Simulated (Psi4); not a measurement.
# C2H3Al (ethynylalumane): TPSSh/def2-TZVP

Aim: the vertical singlet–triplet gap of C2H3Al (ethynylalumane) at TPSSh/def2-TZVP, from 2 runs. 

The results are computed with Psi4 1.11.

9 further runs of the same task are left out: 7 that didn't finish, 2 set aside as unsound or not needed. Runs told in other sessions of the task aren't counted.

## Step 1: The system as given

C2H3Al has 6 atoms, charge 0, and is taken as a singlet. As SMILES, `C#[C][AlH2]`. The coordinates come from a PBE0-D4/def2-TZVP relaxation.

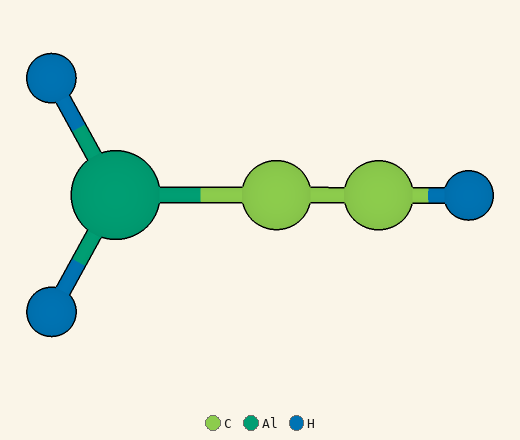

The structure, seen from a chosen angle (carbon green, aluminium teal, hydrogen blue).

## Step 2: Energy and gradient at TPSSh/def2-TZVP

job.py reads:

```python
import psi4

psi4.set_memory(2200000000)
psi4.set_num_threads(1)
psi4.set_output_file('c2h3al.out', False)

m = psi4.geometry("""
0 1
C     -0.792800    -1.637600    -0.298100
C     -0.266100    -0.564200    -0.106200
Al     0.564800     1.124200     0.195000
H     -1.257000    -2.583100    -0.467400
H      1.356700     1.804700    -0.990500
H      0.436600     1.792000     1.621000
symmetry c1
""")

psi4.set_options({
    'basis': 'def2-TZVP',
    'puream': True,
    'e_convergence': 1e-09,
    'd_convergence': 1e-08,
    'scf_type': 'pk',
    'dft_radial_points': 99,
    'dft_spherical_points': 590,
})

e_tot = psi4.gradient("tpssh")
print('gradient / Eh bohr^-1')
print(e_tot.np.round(6))
```

The run is started by

```console
python job.py
```

c2h3al.out (excerpt; [...] marks lines left out):

```text
[...]
  Running in c1 symmetry.
[...]
  Nuclear repulsion =   69.410462182866823
[...]
  Multiplicity = 1
[...]
  Nalpha       = 14
  Nbeta        = 14
[...]
    Number of basis functions: 117
[...]
   @RKS iter   1:  -320.14777566876165   -5.28372e-01   6.26242e-03 ADIIS/DIIS
[...]
   @RKS iter  11:  -320.42749065632415   -5.68434e-14   2.20549e-09 DIIS
[...]
    Orbital Energies [Eh]
    ---------------------
    Doubly Occupied:
       1A    -55.908780     2A    -10.120151     3A    -10.097144
       4A     -4.084336     5A     -2.633902     6A     -2.624217
       7A     -2.623111     8A     -0.725506     9A     -0.532143
      10A     -0.432355    11A     -0.336855    12A     -0.306425
      13A     -0.283098    14A     -0.271827
[...]
  @RKS Final Energy:  -320.42749065632415
   => Energetics <=
    Nuclear Repulsion Energy =             69.4104621828668229
    One-Electron Energy =                -578.8267681967333829
    Two-Electron Energy =                 216.6284112149704413
    DFT Exchange-Correlation Energy =     -27.6395958574279774
    Empirical Dispersion Energy =           0.0000000000000000
    VV10 Nonlocal Energy =                  0.0000000000000000
    Total Energy =                       -320.4274906563240961
[...]
 Multipole Moments:
 ------------------------------------------------------------------------------------
     Multipole            Electronic (a.u.)      Nuclear  (a.u.)        Total (a.u.)
 ------------------------------------------------------------------------------------
 L = 1.  Multiply by 2.5417464519 to convert [e a0] to [Debye]
 Dipole X            :          0.0256563           -0.1282970           -0.1026407
 Dipole Y            :          0.0550580           -0.2645524           -0.2094944
 Dipole Z            :          0.0102930           -0.0479866           -0.0376936
 Magnitude           :                                                    0.2363129
[...]
  -Total Gradient:
     Atom            X                  Y                   Z
    ------   -----------------  -----------------  -----------------
       1        0.003195282696     0.006472200921     0.001168346162
       2       -0.002444344144    -0.004930592643    -0.000879105660
       3       -0.000712616757    -0.001476231783    -0.000285971210
       4       -0.000214491370    -0.000433090075    -0.000087522037
       5        0.000303903275     0.000182124764    -0.000577920812
       6       -0.000127127052     0.000186863524     0.000662410466
[...]
```

Standard output:

```text
gradient / Eh bohr^-1
[[ 3.195e-03  6.472e-03  1.168e-03]
 [-2.444e-03 -4.931e-03 -8.790e-04]
 [-7.130e-04 -1.476e-03 -2.860e-04]
 [-2.140e-04 -4.330e-04 -8.800e-05]
 [ 3.040e-04  1.820e-04 -5.780e-04]
 [-1.270e-04  1.870e-04  6.620e-04]]
```

Wall time 2.1 min (1 thread of AMD EPYC 7R43 (Zen 3), shared host); peak memory 0.75 GiB.

## Step 3: The triplet

job.in reads:

```
memory 2200 mb

molecule molecule1 {
  0 3
  C     -0.792800    -1.637600    -0.298100
  C     -0.266100    -0.564200    -0.106200
  Al     0.564800     1.124200     0.195000
  H     -1.257000    -2.583100    -0.467400
  H      1.356700     1.804700    -0.990500
  H      0.436600     1.792000     1.621000
  symmetry c1
  no_reorient
  no_com
}

set {
  reference            uks
  puream               true
  e_convergence        1e-09
  d_convergence        1e-08
  scf_type             pk
  dft_radial_points    99
  dft_spherical_points 590
  maxiter              100
}

e_tot, wfn = gradient("tpssh/def2-TZVP", return_wfn=True)
```

The run is started by

```console
psi4 -i job.in -o job.out -n 1
```

job.out (excerpt; [...] marks lines left out):

```text
[...]
  Running in c1 symmetry.
[...]
  Nuclear repulsion =   69.410462182866823
[...]
  Multiplicity = 3
[...]
  Nalpha       = 15
  Nbeta        = 13
[...]
    Number of basis functions: 117
[...]
   @UKS iter   1:  -319.62668396417632   -7.27992e-03   8.30459e-03 DIIS/ADIIS
[...]
   @UKS iter  16:  -320.26757044979570   -6.36646e-12   4.26194e-09 DIIS
[...]
   @S^2 Observed:                2.011621914E+00
[...]
  @UKS Final Energy:  -320.26757044979570
   => Energetics <=
    Nuclear Repulsion Energy =             69.4104621828668229
    One-Electron Energy =                -578.3768962711251334
    Two-Electron Energy =                 216.2754224244386876
    DFT Exchange-Correlation Energy =     -27.5765587859761183
    Empirical Dispersion Energy =           0.0000000000000000
    VV10 Nonlocal Energy =                  0.0000000000000000
    Total Energy =                       -320.2675704497956986
  UHF NO Occupations:
  HONO-2 :   13  A 1.9976534
  HONO-1 :   14  A 1.0000000
[...]
 Multipole Moments:
 ------------------------------------------------------------------------------------
     Multipole            Electronic (a.u.)      Nuclear  (a.u.)        Total (a.u.)
 ------------------------------------------------------------------------------------
 L = 1.  Multiply by 2.5417464519 to convert [e a0] to [Debye]
 Dipole X            :         -3.2647031            2.8823993           -0.3823038
 Dipole Y            :         -5.3466945            4.5682239           -0.7784706
 Dipole Z            :         -0.6537059            0.5145724           -0.1391335
 Magnitude           :                                                    0.8783682
[...]
  -Total Gradient:
     Atom            X                  Y                   Z
    ------   -----------------  -----------------  -----------------
       1        0.036995458126     0.075342846045     0.013472477328
       2       -0.038598467470    -0.078547661064    -0.014035065055
       3        0.005719632446     0.011589471638     0.002039961486
       4       -0.000228207765    -0.000476609947    -0.000088887898
       5       -0.004143764245    -0.003987908720     0.005543043865
       6        0.000255668679    -0.003919403546    -0.006931395564
[...]
```

Run time: 4.1 min. Hardware: 1 thread of AMD EPYC 7R43 (Zen 3), shared host; peak memory 0.75 GiB.

## Step 4: Summary of results

At TPSSh/def2-TZVP:

| quantity | value |
| --- | --- |
| singlet: total energy | -320.42749 Eh |
| singlet: dipole moment | 0.60 D |
| singlet: HOMO energy | -7.40 eV |
| singlet: LUMO energy | -2.15 eV |
| singlet: HOMO–LUMO gap | 5.25 eV |
| singlet: largest force on an atom | 0.376 eV/Å |
| triplet: total energy | -320.26757 Eh |
| triplet: dipole moment | 2.23 D |
| triplet: HOMO energy (highest over α and β) | -3.43 eV |
| triplet: ⟨S²⟩ | 2.012 |
| triplet: largest force on an atom | 4.558 eV/Å |
| vertical energy of the triplet above the singlet | 4.352 eV |

At this shape the triplet lies 4.35 eV (420 kJ/mol) above the singlet. The largest force (singlet) is 0.38 eV/Å: the shape isn't a stationary point for this species at this level.
